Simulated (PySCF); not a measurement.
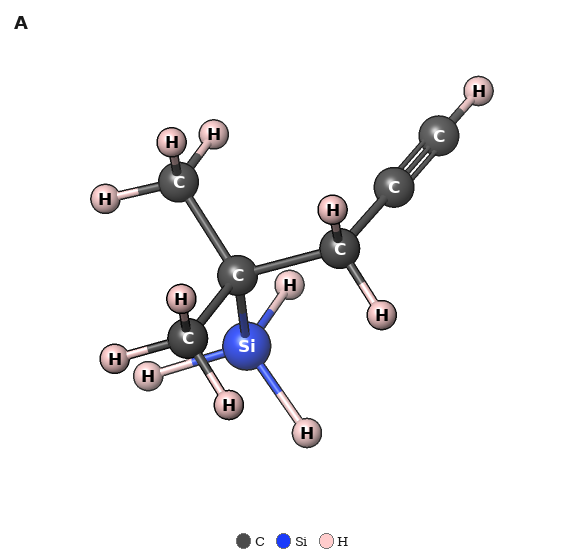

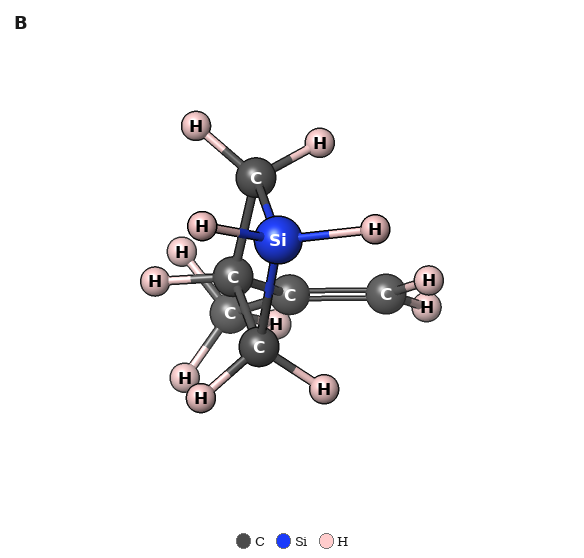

2 stationary structures of one formula. Geometries: GFN2-xTB. Electronic energies: PBE0/def2-SVPD (PySCF 2.14.0), without zero-point energy. No frequency run is at hand to confirm each as a minimum. Each is one conformer, not always the lowest.

### How are they related?

They are constitutional isomers of C6H12Si: A `C#CCC(C)(C)[SiH3]`, B `C=C(C)C1C[SiH2]C1`.

### Which is lowest in energy, and by how much?

B is lowest; A lies 1.037 eV above it.

The geometry is semi-empirical. Around Si such bond lengths and angles can be off by a tenth of an ångström or more and by several degrees, and values that hang on the shape move with them.
